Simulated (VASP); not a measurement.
Band structure of BBi (relaxed from the rock salt structure, space group Fm-3m). All values below come from PBEsol GGA, VASP's PBE PAW potentials (set 64) (plane waves; VASP).

Unless said otherwise, spin-orbit coupling is left out, though it shifts the bands of the heavy elements here.

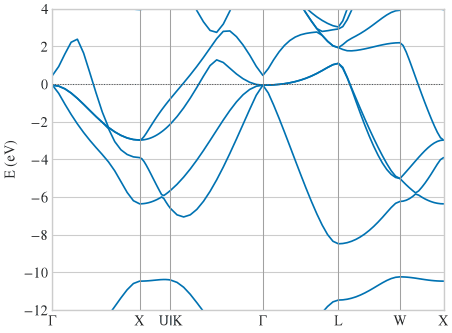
Bands along high-symmetry lines, zero at the valence-band maximum or, without a gap, the Fermi level

### Question
Read the plot: is there a gap, and where are the band edges?

### Answer
It has no gap at this level: it comes out as a metal or semimetal. (Edges off the drawn lines would not show.)

The structure was generated: BBi was put into the rock salt type (Fm-3m), which need not be its known phase. It was relaxed first, which changed the volume by +12 %.
